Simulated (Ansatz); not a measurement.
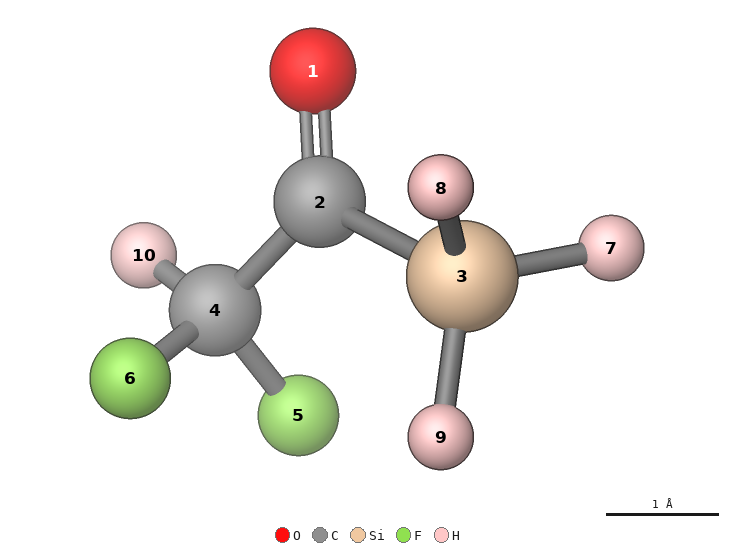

Orthographic view. Depth is shown by fading: the farther an atom, the more it takes the colour of the background. The computed structure is the end point of a PBE0-D4/def2-TZVP optimisation. No frequency run is at hand to confirm it as a minimum.

Write a Z-matrix (Å, degrees) in the order of the atom numbers, with these reference atoms: 2 to 1; 3 to 2, 1; 4 to 2, 1, 3; 5 to 4, 2, 1; 6 to 4, 5, 2; 7 to 3, 2, 1; 8 to 3, 7, 2; 9 to 3, 8, 7; 10 to 4, 6, 5.

```
O  
C    1   1.203
Si   2   1.940   1   120.9
C    2   1.532   1   119.5   3  -179.5
F    4   1.354   2   108.4   1   123.8
F    4   1.353   5   107.9   2  -117.2
H    3   1.483   2   106.2   1   -65.0
H    3   1.482   7   110.5   2  -114.7
H    3   1.481   8   111.2   7   123.5
H    4   1.094   6   109.7   5   119.5
```
